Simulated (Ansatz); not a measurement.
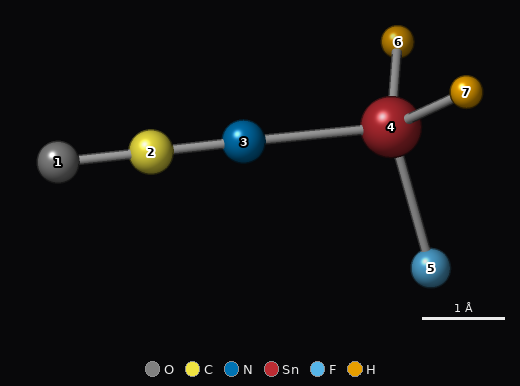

**Figure 1.** The structure (ball-and-stick view, seen at a tilt; atoms are numbered from 1 in the order of the input). Sticks mark near contacts.

Run report: CH2FNOSn, frequency calculation

The run: frequency calculation of CH2FNOSn, SMILES O=C=[N][SnH2][F]. Method and program: HF/STO-3G, RHF (Ansatz 0.2.0).

The geometry was optimised with HF/STO-3G. Figures and captions count atoms from 1; the log counts them from 0 in places.

What the program printed:
```
Functional definition: HF
  name "HF"
  exchange = exact_x
  correlation = 0
721 factors; integrals over basis functions are off by at most 1.5e-5 eV
mean field evaluation 1: about -169455.2416 eV, gradient 3.4e1 eV
mean field evaluation 2: about -169455.2938 eV, gradient 3.4e1 eV
mean field evaluation 4: about -169459.0467 eV, gradient 4.2e0 eV
mean field evaluation 8: about -169459.1073 eV, gradient 8.1e-3 eV
mean field -169459.10260022 eV, -6227.5071570528 hartree, gradient 1.4e-5 eV, S^2 0.000000; 0 other end points of the search recorded, 0 dependent functions left out
the calculation of the forces begins
reference -169459.10260022 eV, -6227.5071570528 hartree; 41, 41 occupied and 8, 8 virtual orbitals, 721 factors
these checks for a lower state are left out or cut short: stability, starts, cluster_reference, orbital_swaps, neighbouring_geometries, increment
721 factors; integrals over basis functions are off by at most 1.5e-5 eV
mean field evaluation 16: about -169459.1021 eV, gradient 3.3e-1 eV
mean field -169459.10258755 eV, -6227.5071565871 hartree, gradient 3.2e-6 eV, S^2 0.000000; 0 other end points of the search recorded, 0 dependent functions left out
[... from here on the field's lines of each further geometry are left out, up to the last ...]
the calculation of the forces begins
reference -169459.10259422 eV, -6227.5071568322 hartree; 41, 41 occupied and 8, 8 virtual orbitals, 721 factors
these checks for a lower state are left out or cut short: stability, starts, cluster_reference, orbital_swaps, neighbouring_geometries, increment
721 factors; integrals over basis functions are off by at most 1.5e-5 eV
mean field -169459.10259328 eV, -6227.5071567980 hartree, gradient 3.2e-6 eV, S^2 0.000000; 0 other end points of the search recorded, 0 dependent functions left out
the calculation of the forces begins
reference -169459.10259328 eV, -6227.5071567980 hartree; 41, 41 occupied and 8, 8 virtual orbitals, 721 factors
Total energy: -169459.10260022 eV, -6227.5071570528 hartree
Atom 0 at    -0.224629    -3.146587    -0.507250 Å, force    -0.000137     0.000205     0.000192 eV/Å
Atom 1 at    -0.122186    -1.972935    -0.297310 Å, force    -0.000061    -0.000625    -0.000091 eV/Å
Atom 2 at    -0.018111    -0.804790    -0.085158 Å, force     0.000115     0.000159    -0.000281 eV/Å
Atom 3 at     0.134195     1.062119     0.229760 Å, force    -0.000072     0.000120    -0.000179 eV/Å
Atom 4 at    -0.864597     1.858515    -1.158938 Å, force    -0.000060    -0.000075    -0.000032 eV/Å
Atom 5 at    -0.544478     1.427181     1.670952 Å, force     0.000016    -0.000052     0.000206 eV/Å
Atom 6 at     1.701206     1.508398     0.102344 Å, force     0.000199     0.000270     0.000184 eV/Å
Dipole moment:     0.211177     0.580677     0.332956 e Å
Vibrations: 67.79 91.47 233.36 444.32 541.17 606.07 609.50 676.74 680.66 822.30 904.27 1571.45 2289.47 2308.25 2686.13 cm⁻¹, zero-point energy 0.900928 eV
```

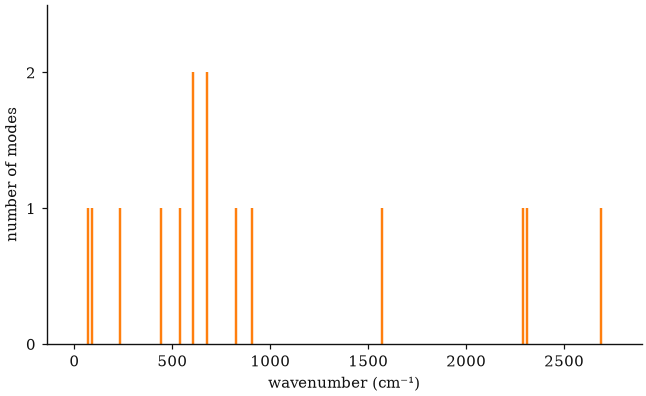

**Figure 2.** Harmonic vibrational wavenumbers from the force constants; neighbouring modes closer than 12 cm⁻¹ are counted in one stick. 15 modes from 68 to 2686 cm⁻¹, none imaginary.

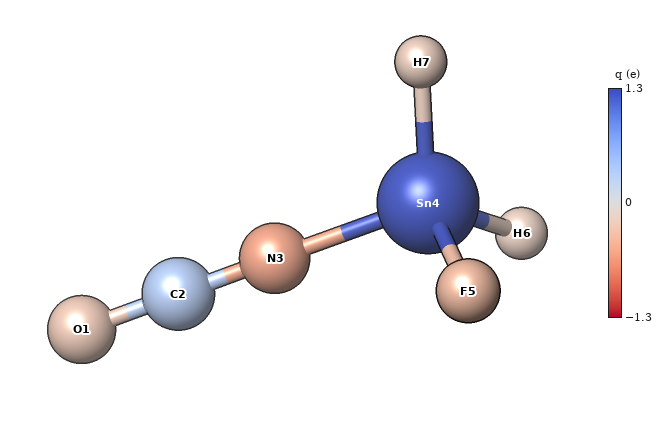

**Figure 3.** Mulliken charges, as the colour of each atom (ball-and-stick view, seen at a tilt; atoms are numbered from 1 in the order of the input; Mulliken charges depend strongly on the basis). By element: O −0.28, C +0.36, N −0.60, Sn +1.26, F −0.35 and H −0.19 e.

The run was set up as follows.

The input:
```yaml
crystal:
  periodic: [false, false, false]
  atoms:
    - {symbol: O, position_ang: [-0.224629, -3.146587, -0.507250]}
    - {symbol: C, position_ang: [-0.122186, -1.972935, -0.297310]}
    - {symbol: "N", position_ang: [-0.018111, -0.804790, -0.085158]}
    - {symbol: Sn, position_ang: [0.134195, 1.062119, 0.229760]}
    - {symbol: F, position_ang: [-0.864597, 1.858515, -1.158938]}
    - {symbol: H, position_ang: [-0.544478, 1.427181, 1.670952]}
    - {symbol: H, position_ang: [1.701206, 1.508398, 0.102344]}
basis:
  gaussian: {orbitals: STO-3G}
total_charge: 0
phonons: {temperatures: {t_min: 298.15, t_max: 298.15, t_step: 1}}
hamiltonian: {xc: hf}
```

Launched with:
```bash
ansatz run run.yaml --threads 1 --pin off --max-ram 3480MiB --events-out events.jsonl --progress --plain --runs-dir runs
```

Summary:

- outcome: converged
- total energy: −6227.507157 hartree
- basis functions: 49
- largest force: 0.001 eV/Å
- zero-point energy: 0.033108 hartree
- dipole moment: 3.37 D
- wavenumbers, lowest and highest: 68 and 2686 cm⁻¹
- hardware: 1 thread of Arm Neoverse N1, 112 GiB of memory available, shared host
- wall time: 96 s
- peak memory: 0.12 GiB
